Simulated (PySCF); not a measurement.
## A study: Cl₃FSi, SMILES `F[Si](Cl)(Cl)Cl`

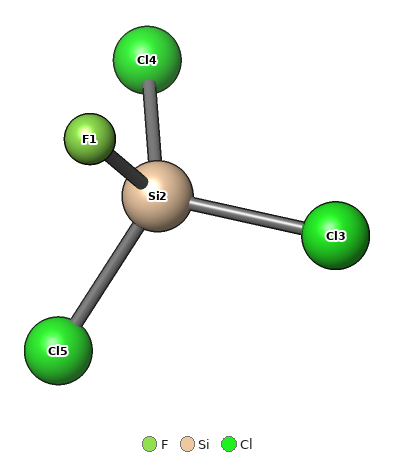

The molecule, with its atoms numbered as below. No frequency check shows the geometry to be a minimum.

Coordinates in Å:

```
F1      -0.0032    0.0000   -1.7886
Si2      0.0001    0.0001   -0.1784
Cl3      1.3117    1.4002    0.3638
Cl4      0.5576   -1.8357    0.3643
Cl5     -1.8677    0.4354    0.3658
```

Part 1: Bonding charge

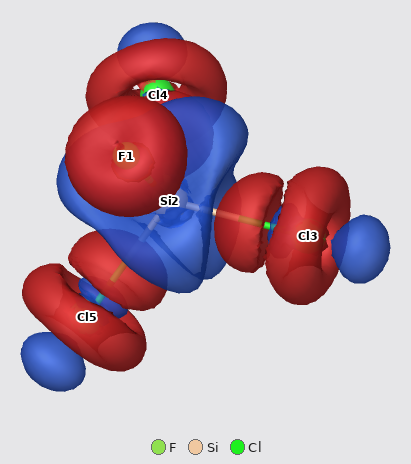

Deformation density (molecule less spherical, spin-averaged free atoms at the same positions), surfaces at ±0.04 e/Å³; red: gain, blue: loss.

Level of theory: B3LYP/def2-SVPD (PySCF), at a geometry from GFN2-xTB.

> How much density has each bond gained at its critical point, relative to the free atoms?

Si2–Cl5, Si2–Cl3 and Si2–Cl4: +0.07 e/Å³ at the bond critical point (bond length 1.99 Å); up to 0.6 Å beside the axis the gain reaches +0.21 e/Å³. F1–Si2: 0.00 e/Å³ at the bond critical point (bond length 1.61 Å); up to 0.6 Å beside the axis the gain reaches +0.25 e/Å³. In all, 1.1 electrons gather in the regions of gain relative to the promolecule. A small or negative value marks a very polar bond, one between electron-rich atoms, whose free-atom densities already overlap strongly, a long bond to a heavier atom, or a closed-shell contact such as a hydrogen bond.

> Where do the Hirshfeld charges lie?

The highest Hirshfeld charge is on Si2 (+0.43 e), the lowest on F1 (−0.21 e).

Part 2: Bond critical points

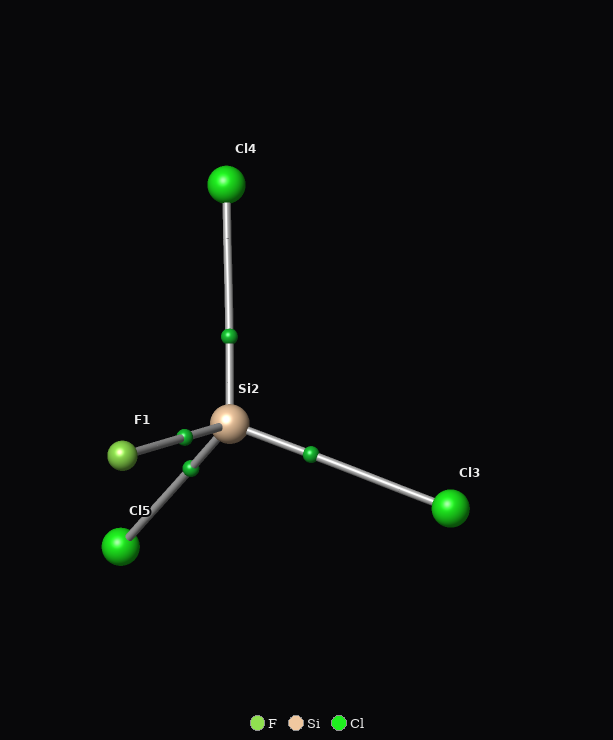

Molecular graph of the electron density (QTAIM): bond paths, bond critical points (green), ring points (magenta, if any); weak paths are dashed.

> How many critical points of each kind are there, and does the count close?

5 nuclei, 4 bond, 0 ring and 0 cage critical points: 5 − 4 + 0 − 0 = 1, as the Poincaré–Hopf relation requires.

> Give the properties at the bond critical points.

```tsv
bond	length (Å)	ρ (a.u.)	∇²ρ (a.u.)	ε	H (a.u.)
F1–Si2	1.610	0.120	+1.08	0.00	−0.004
Si2–Cl5 (3 alike)	1.994	0.105	+0.35	0.02	−0.048
```

> What kind of interaction is F1–Si2?

Polar or intermediate (positive Laplacian, negative energy density H): ρ = 0.120, ∇²ρ = +1.08, H = −0.004 a.u.

Part 3: Electrostatic potential

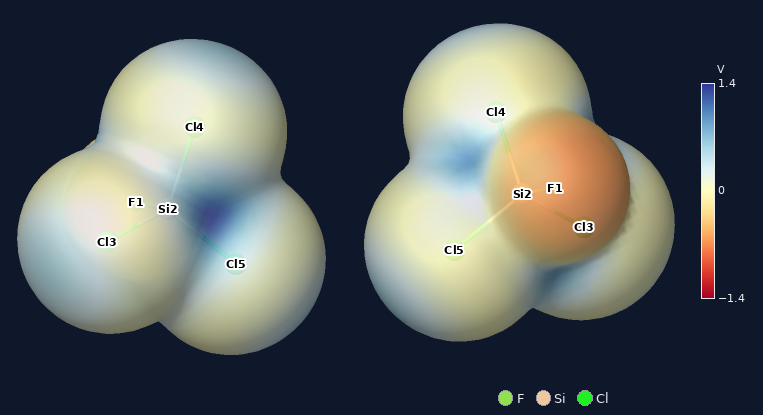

Electrostatic potential on the surface of electron density 0.001 a.u. (back view left, front view right).

> Where are the extremes of the potential on the surface?

Highest: 1.31 V, off the Si2–Cl3 bond (2.1 to 2.3 Å from its atoms). Further maxima include 0.97 V, off the F1–Si2 bond (2.1 Å from its atoms), and at like points elsewhere; 0.91 V, off the F1–Si2 bond (2.2 Å from its atoms). Lowest: −0.67 V, 1.6 Å from F1. The surface is sampled at points, so like sites can differ by a few per cent and only the strongest of them is named.

> Does Cl3 carry a σ-hole?

Yes: a local maximum of +0.55 V lies on the extension of the Si2–Cl3 bond.

> What volume does the surface enclose, and what is the dipole moment?

About 123 Å³; the dipole moment is 1.0 D.

Part 4: In an electric field

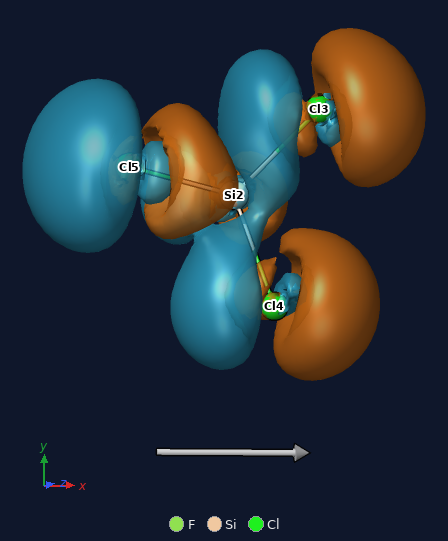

Change of the electron density in a uniform field of 0.21 V/Å along +x (arrow), surfaces at ±0.001 e/Å³ (light blue: gain, orange: loss).

> How large is the response?

The induced dipole is 0.68 D (along the field); α along this axis, from the fields in both directions, is 67 bohr³ (10.0 Å³).

> Which atoms gain and lose the most charge?

Electrons gather most on Cl5 (Hirshfeld charge changes by −0.021 e) and leave Cl3 most (+0.015 e); 0.057 electrons are displaced in all.

Part 5: Removing or adding an electron

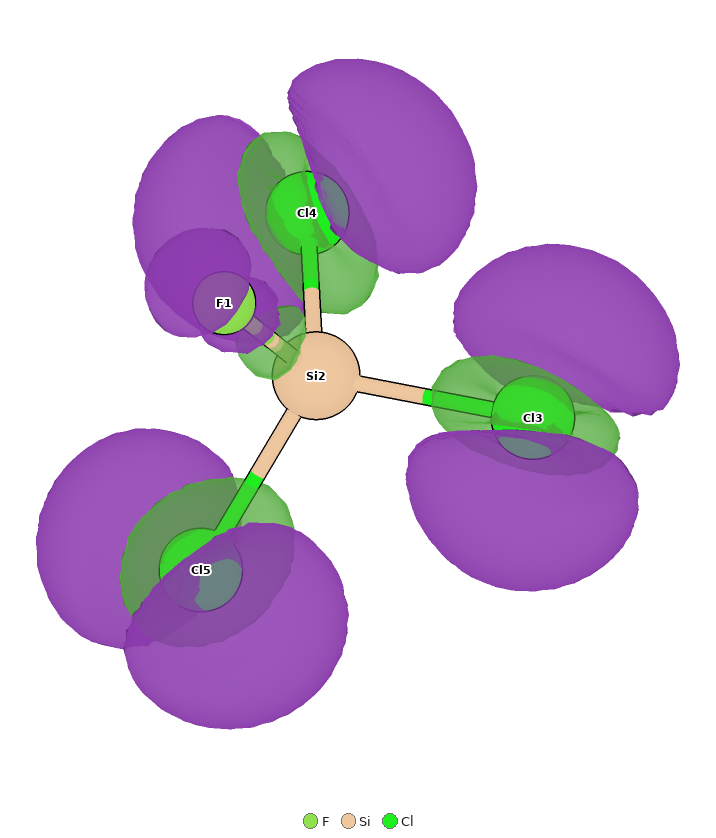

Fukui function f⁻ = ρ(N) − ρ(N−1) at fixed geometry, surfaces at ±0.015 e/Å³ (purple positive, green negative).

PySCF calculation, B3LYP/def2-SVPD, gas phase; geometry: GFN2-xTB.

> On which atoms does the density change most on removal of an electron?

f⁻ (Hirshfeld-condensed) is largest on Cl3, Cl4 and Cl5 (0.30 each); the vertical ionisation energy is 11.81 eV. Condensed values hint at sites of electrophilic attack but needn't mark the atom that reacts. Orbital relaxation makes it negative in places (0.12 e in all).

The PySCF runs shown took 19 s, 44 s and 6.6 min on 1 thread of Arm Neoverse N1 (shared host).
